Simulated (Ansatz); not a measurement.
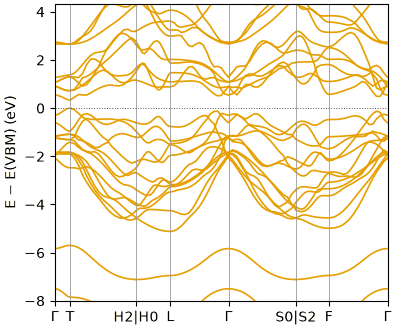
Fig. 1. Band structure from DFT-PBE in the program Ansatz with PAW potentials

Problem. Read off the gap and where the band edges lie.

Solution. About 0.3 eV (0.34 eV by a search for the band edges); maximum at T, minimum at T.

The material is SnSb2Te4 in space group R-3m (No. 166; Sn on 3a, Sb on 6c, Te on 6c, Te on 6c).

The first step of the workflow began from a Materials Project structure, measured or hypothetical; the Crystallography Open Database files this formula in space group No. 166, but the cells were not matched. Its standing as an ambient phase is unchecked. The cell was relaxed with PBE under the symmetry of its start; its stability against distortions is not shown here. A crystal of weakly bound layers computed without a dispersion correction: the cell and the soft elastic constants depend strongly on that. Scalar-relativistic: spin–orbit coupling is off unless named, which matters more the heavier the elements.

Potentials: the later of the program's two PAW sets.
